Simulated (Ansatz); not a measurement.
Process, species as SMILES: [OH] (OH) → H atom + O atom
B3LYP-D3(BJ)/def2-TZVP geometries, fixed; electronic energies without zero-point terms.

Basis-set convergence of the atomisation energy at HF with Ansatz (an electronic-structure program). All functions are spherical. Open shells are unrestricted. No added dispersion term, no relativity. Functions are those of the species that has most. Reference: the value in aug-cc-pV5Z, 68.24 kcal/mol, itself unsure by roughly 0.09 kcal/mol (its mean distance from pcseg-4, aug-pcseg-3, aug-cc-pVQZ). Deviations are taken from unrounded values.

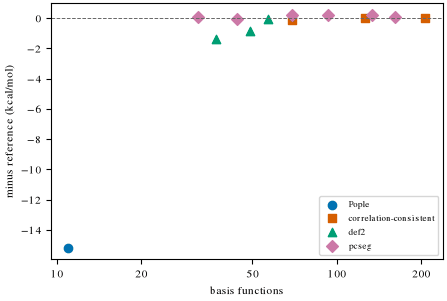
Figure. Deviation from the reference against the number of basis functions, by family of sets.

```tsv
basis	functions	atomisation energy (kcal/mol)	minus reference (kcal/mol)
6-31G	11	53.05	-15.19
aug-pcseg-1	32	68.34	0.10
def2-TZVP	37	66.85	-1.39
pcseg-2	44	68.21	-0.03
def2-TZVPD	49	67.41	-0.83
def2-TZVPPD	57	68.15	-0.09
aug-cc-pVTZ	69	68.11	-0.12
aug-pcseg-2	69	68.45	0.21
pcseg-3	93	68.41	0.17
aug-cc-pVQZ	126	68.24	0.00
aug-pcseg-3	134	68.43	0.19
pcseg-4	162	68.31	0.07
aug-cc-pV5Z	207	68.24	0.00
```
